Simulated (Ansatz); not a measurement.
**H₂Sn₃ (triplet): density, localisation and related maps**

```xyz
5

Sn   -1.8619    0.4288    0.0004
Sn   -0.6757   -2.1577    0.6012
Sn    1.2611    0.2022    0.5270
H    -0.1913    1.4995    0.1288
H     1.4679    0.0272   -1.2575
```

Geometry: PBE-D4/def2-SVP; core potentials replace the inner electrons of Sn.

Computed with UKS PBE0-D4/def2-TZVP in Ansatz 0.2.0.

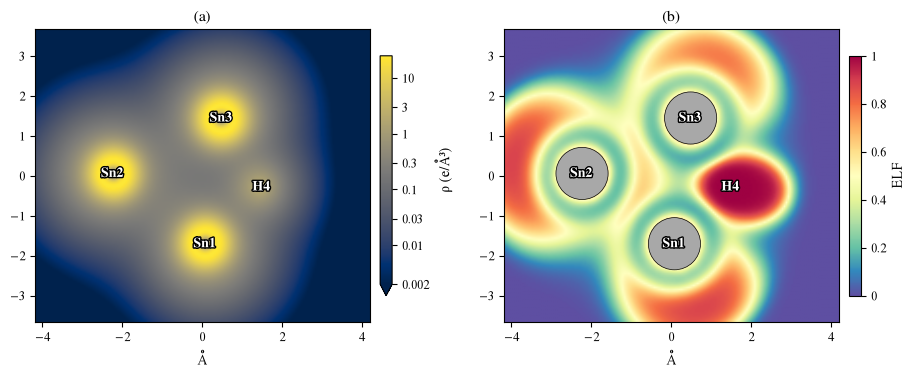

Figure 1. (a) electron density; (b) electron localisation function on the plane of atoms Sn2, Sn3 and H4. Grey discs cover the atomic cores in the ELF map.

### What does the map show?

- The section cuts through Sn and H sites.
- Sn–Sn (2.91 Å): ρ is about 0.3 e/Å³ halfway; the ELF reaches about 0.55 near the midpoint.
- Sn–Sn (3.05 Å): ρ at the midpoint is about 0.24 e/Å³; the ELF reaches about 0.55 near the midpoint.

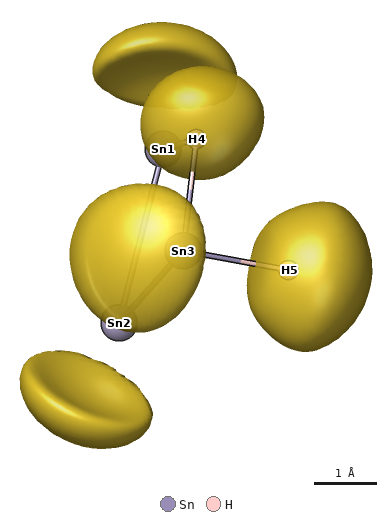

Figure 2. Isosurface of the ELF at 0.8 (yellow), seen at an oblique angle. Only the valence region is drawn (cores and ρ < 0.01 e/Å³ removed).

### Describe the localisation domains.

At this value the surface marks out two regions around hydrogen nuclei and three lobes on Sn, pointing away from the bonds (non-bonding electrons). Profiles from the grid: Sn–H (1.80 Å): the ELF climbs to about 1 towards the hydrogen.

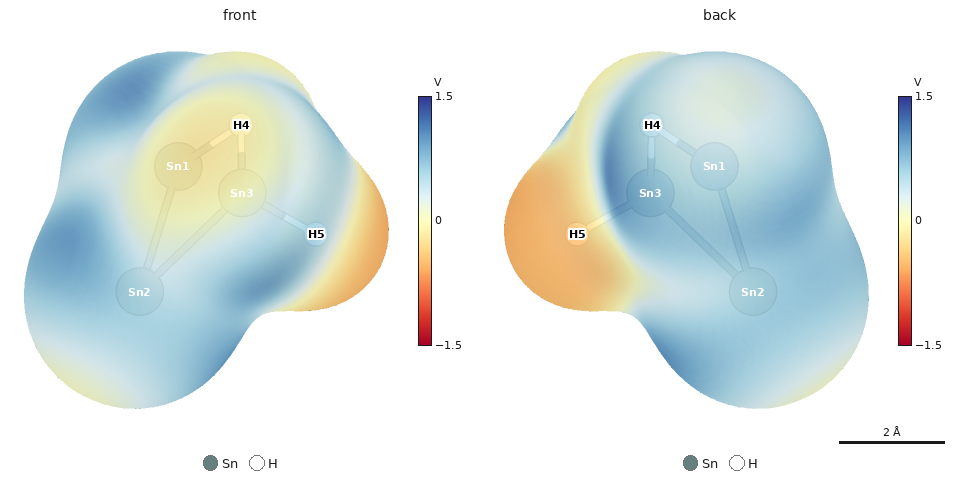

Figure 3. The molecular electrostatic potential painted on the density surface at 0.002 e/bohr³, seen from the front and from behind; red is negative and blue positive.

### Which sites attract a positive test charge, and which a negative one?

A positive charge is drawn to the negative regions and a negative charge to the positive ones. The most negative region (about −0.6 V) lies over H5, the most positive (about +1.1 V) over Sn1 and Sn2.
